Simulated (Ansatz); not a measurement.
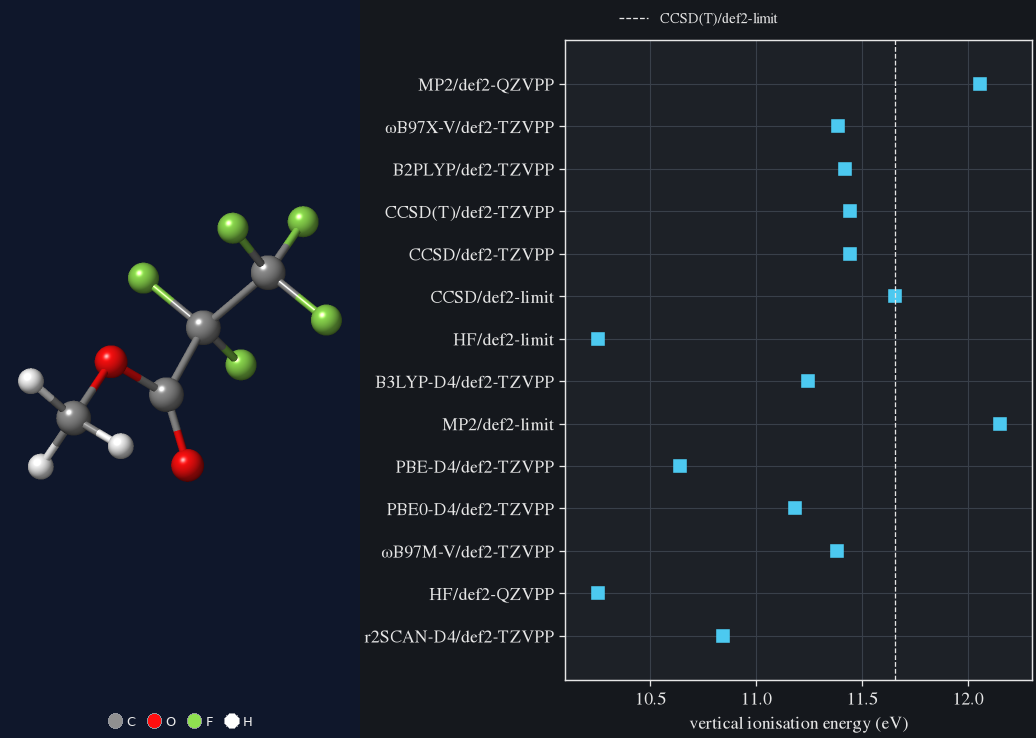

Vertical ionisation energy of C₄H₃F₅O₂, SMILES COC(=O)C(F)(F)C(F)(F)F, taken as the energy of the cation less that of the neutral at fixed geometry (unrestricted doublet cation, cores frozen in correlated methods, no spin-orbit coupling), the Ansatz code 0.2.0, at a PBE0-D4/def2-TZVP geometry (a minimum by its frequencies). Limit means an estimate of the basis limit from triple and quadruple zeta; for coupled cluster it is either extrapolated directly or built as the MP2 limit plus the step from MP2 in triple zeta. B2PLYP/def2-TZVPP holds a correlation term that converges slowly with the basis, so part of the distance to the limit is basis error. The distance of MP2/def2-QZVPP, CCSD(T)/def2-TZVPP and CCSD/def2-TZVPP to the limit includes basis error.

**What range do the values span, the line included?**

From 10.25 eV (HF/def2-limit) to 12.15 eV (MP2/def2-limit).

**Give the values.**

| level | eV | less CCSD(T)/def2-limit |
| --- | --- | --- |
| MP2/def2-QZVPP | 12.06 | 0.40 |
| ωB97X-V/def2-TZVPP | 11.39 | −0.27 |
| B2PLYP/def2-TZVPP | 11.42 | −0.23 |
| CCSD(T)/def2-TZVPP | 11.44 | −0.21 |
| CCSD/def2-TZVPP | 11.44 | −0.21 |
| CCSD/def2-limit | 11.66 | 0.00 |
| HF/def2-limit | 10.25 | −1.41 |
| B3LYP-D4/def2-TZVPP | 11.24 | −0.41 |
| MP2/def2-limit | 12.15 | 0.49 |
| PBE-D4/def2-TZVPP | 10.64 | −1.02 |
| PBE0-D4/def2-TZVPP | 11.18 | −0.47 |
| ωB97M-V/def2-TZVPP | 11.38 | −0.28 |
| HF/def2-QZVPP | 10.25 | −1.40 |
| r2SCAN-D4/def2-TZVPP | 10.85 | −0.81 |
| CCSD(T)/def2-limit | 11.66 | 0.00 |

Caveats, for all or some of the runs: one conformer of a flexible molecule.
